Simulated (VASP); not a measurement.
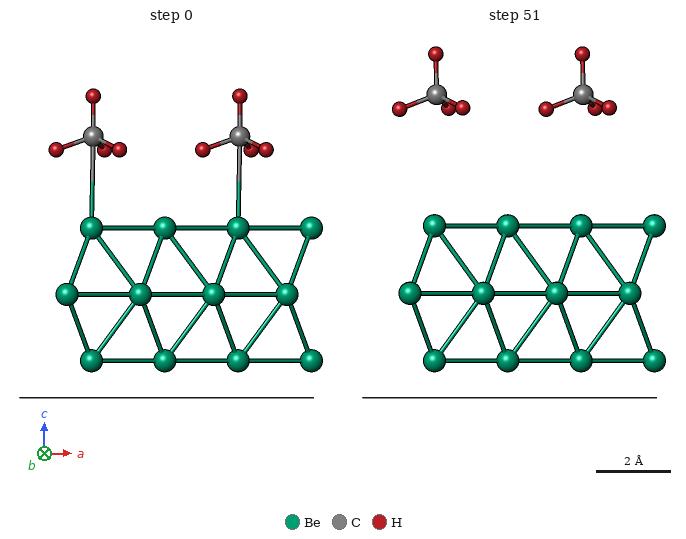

The structure of a slab of composition Be$_{18}$H$_{4}$C before (left) and after (right) a relaxation, at one scale.

The picture is a ball-and-stick view of the 2 × 1 repeat of the cell, outlined in the plane, without the vacuum (origin shifted), seen along the b axis.

The run lets the atoms move in a fixed cell. 6 atoms are held fixed.

Method: VASP 6.6.1, Kohn-Sham DFT of a periodic cell, PBEsol, VASP PAW PBE potentials, recommended.

Input file:
```
SYSTEM = Be18H4C
PREC = Accurate
ENCUT = 520
EDIFF = 1E-6
ISMEAR = -1
SIGMA = 0.15
LREAL = Auto
LASPH = .True.
NELM = 100
ALGO = Fast
ISIF = 2
LWAVE = .False.
LCHARG = .False.
GGA = PS
IBRION = 2
NSW = 80
EDIFFG = -0.03
```

Command:
```bash
cat potpaw_PBE.64/Be/POTCAR potpaw_PBE.64/C/POTCAR potpaw_PBE.64/H/POTCAR > POTCAR
mpirun -np 1 vasp_std > vasp.out
```

Q: What changed between the two?

A: The largest moves, 1.14 Å, are those of C and H atoms. By element the largest moves are H 1.14 Å, C 1.13 Å, Be 0.07 Å. The cell doesn't change. Some distances before and after: Be–C 2.480 → 3.545 Å, Be–Be 2.229 → 2.256 Å, C–H 1.090 → 1.099 Å. Over 51 geometry steps the energy falls by 0.569 eV per cell of the calculation. Largest force component: 0.84 eV/Å at the start, 0.019 eV/Å at the end.
